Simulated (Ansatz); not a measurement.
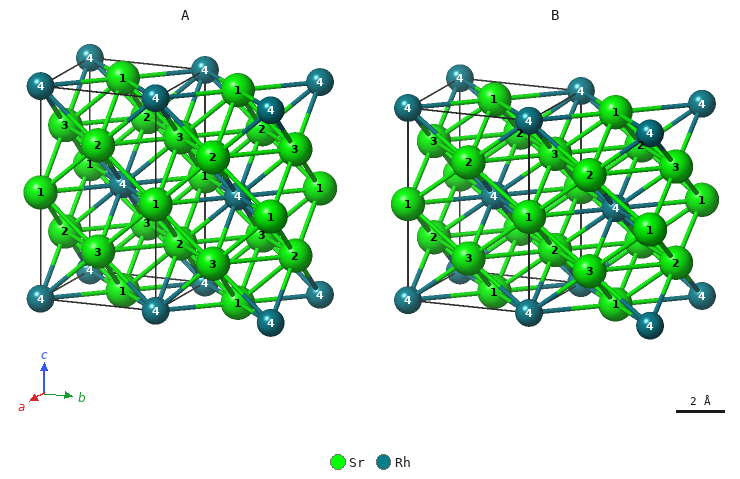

Two geometries of solid Sr$_{3}$Rh (built on the TiAl3 (D0_22)_139 type), drawn at one scale. One is the start of a relaxation, the other its converged end. A ball-and-stick model of the conventional cell (2 times the calculation's cell), repeated 1 × 2 × 1 with one cell outlined, seen slightly off an axis. Lengths and directions refer to the drawn axes.

The calculation used DFT PBE, scalar-relativistic, plane waves, PAW in Ansatz 0.2.0. Settings: plane-wave cutoff 420 eV; k-point mesh 12 × 12 × 12; occupations gaussian; smearing width 0.1 eV; no spin polarisation; cell and atoms relaxed; force threshold 0.01 eV/Å; at most 80 steps.

> Which of the two is the end point?

Structure B is the relaxed one. Case: TiAl3 (D0_22) type (I4/mmm, No. 139). The atoms keep their places relative to the cell (all moves are under 0.005 Å). The drawn cell changes as follows: a = b 5.312 → 5.589 Å (+5.2 %), c 9.306 → 8.415 Å (−9.6 %); the volume changes by +0.1 %. Among the contacts that change: Sr2–Sr3 3.756 → 3.952 Å, Sr1–Rh4 3.756 → 3.952 Å, Sr1–Sr2 3.531 → 3.498 Å, Sr2–Rh4 3.531 → 3.498 Å. The space group stays I4/mmm (No. 139). Over 9 accepted moves (11 points after the start) the energy falls by 3.3 meV per atom. All forces vanish by symmetry, so only the cell relaxes. The pressure goes from 0.25 to 0.00 GPa. The line search rejected the trial step at point 7 of the run. At 1 point the geometry stayed and the basis and grid were re-selected for the new cell (energy shift of less than 0.05 meV per atom at most each time). The run took 3 min on 1 thread of Intel(R) Xeon(R) 6975P-C (Granite Rapids), on a shared host, peak memory 0.77 GiB.
